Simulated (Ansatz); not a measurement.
Input file:

```
crystal:
  lattice:
    - [0.0, 3.5695189525, 3.5695189525]
    - [3.5695189525, 0.0, 3.5695189525]
    - [3.5695189525, 3.5695189525, 0.0]
  atoms:
    - { symbol: Sn, position: [0.25, 0.25, 0.25] }
    - { symbol: Sn, position: [0.75, 0.75, 0.75] }
    - { symbol: Sn, position: [0.5, 0.5, 0.5] }
    - { symbol: Ni, position: [0.0, 0.0, 0.0], spin: 2.5 }
basis:
  ecutwfc: 420
kpoints:
  mp_grid: { grid: [10, 10, 10] }
hamiltonian:
  xc: pbe
scf:
  occupations: { method: gaussian, width: 0.1 }
  lower_state_search: "off"
output:
  forces: true
  stress: true
  eigenvalues: true
  populations: true
  write_density: true
  write_potential: true
  elf: true
  volumetric_format: npy
magnetization:
  spin_polarized: true
```

Launched as:

```sh
ansatz run input.yaml --threads 1 --pin off --max-ram 2560MiB --backend cpu --events-out ev --progress --plain --runs-dir out
```

Below, planes, directions and counts refer to the conventional cell (a = 7.14 Å, b = 7.14 Å, c = 7.14 Å, α = 90.00°, β = 90.00°, γ = 90.00°).

Space group Fm-3m; started from the BiF3 (D0_3) prototype, which need not be the ambient phase; the program warned that a starting moment wasn't kept; spin-polarised, but the moments vanished.

Theory: DFT PBE, scalar-relativistic, plane waves, PAW in Ansatz.

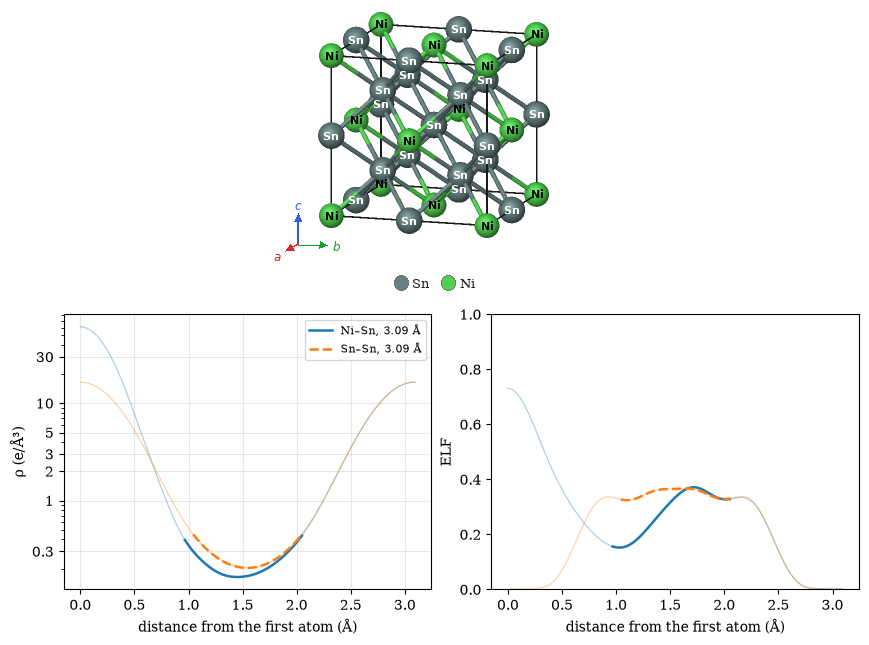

NiSn3. Valence charge density (pseudo) and ELF along straight lines between neighbouring atoms. Thin, pale parts lie inside the atomic spheres. The structure is drawn too.

The density is the valence pseudo-density of a PAW calculation; it isn't the true density close to the nuclei.

**What can be read from the curves?**

Ni–Sn (3.09 Å): ρ is about 0.17 e/Å³ halfway; the ELF is about 0.35 at the midpoint (no localised pair shows between them).
Sn–Sn (3.09 Å): the density is about 0.2 e/Å³ at the midpoint; the ELF is about 0.35 at the midpoint.
